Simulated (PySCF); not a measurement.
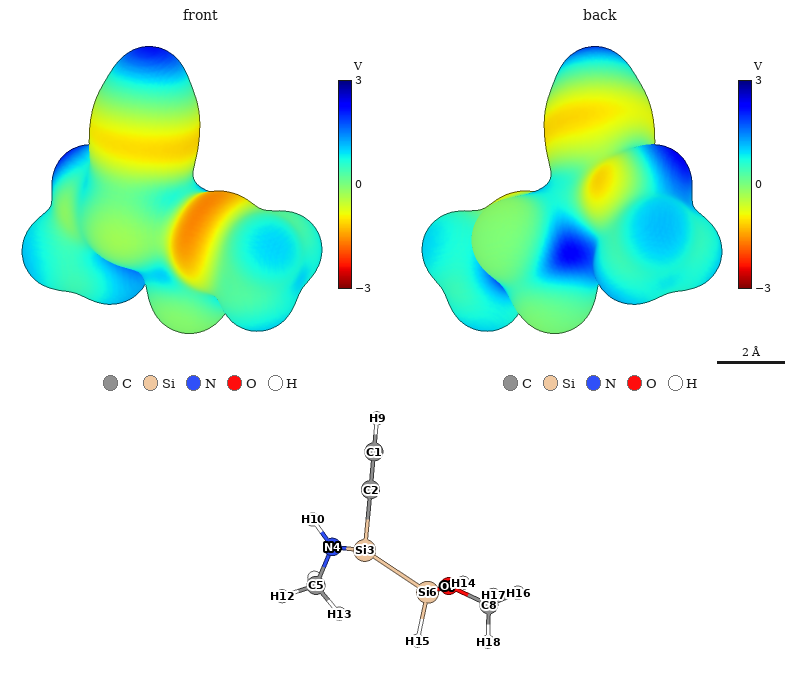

The picture shows: C4H10NOSi2 (SMILES C#C[Si](NC)[SiH2]OC) (doublet). The electrostatic potential painted on the density surface at 0.004 e/bohr³, seen from the front and from behind; the colour scale runs from red (negative) to blue (positive). The bare structure is drawn below in the same view.

Geometry: GFN2-xTB.

All numbers below come from UKS B3LYP, pcH-1 on C H N O Si, non-relativistic, mean-field spin-orbit, GIAO (PySCF 2.14.0, density-fitted response routines).

```tsv
atom	x (Å)	y (Å)	z (Å)
C	-0.6661	3.5333	-0.3981
C	-0.7435	2.3556	-0.1486
Si	-0.7228	0.6072	0.4683
N	-2.2847	0.0678	-0.0603
C	-2.8219	-1.2374	0.2100
Si	0.8533	-0.8421	-0.2977
O	2.1021	0.0018	0.3201
C	3.4414	-0.3467	0.2508
H	-0.6230	4.5516	-0.6622
H	-3.0089	0.7538	-0.2038
H	-3.4597	-1.5640	-0.6157
H	-3.4170	-1.2631	1.1307
H	-2.0029	-1.9471	0.3118
H	1.1475	-1.1874	-1.7056
H	0.7800	-2.1705	0.3515
H	3.7797	-0.3983	-0.7879
H	4.0223	0.4116	0.7771
H	3.6155	-1.3199	0.7187
```

### Describe the electrostatic potential map.

The most negative region (about −1.6 V) lies over O7, the most positive (about +2.2 V) over Si6 and H10. O7 is the likeliest acceptor of a hydrogen bond.
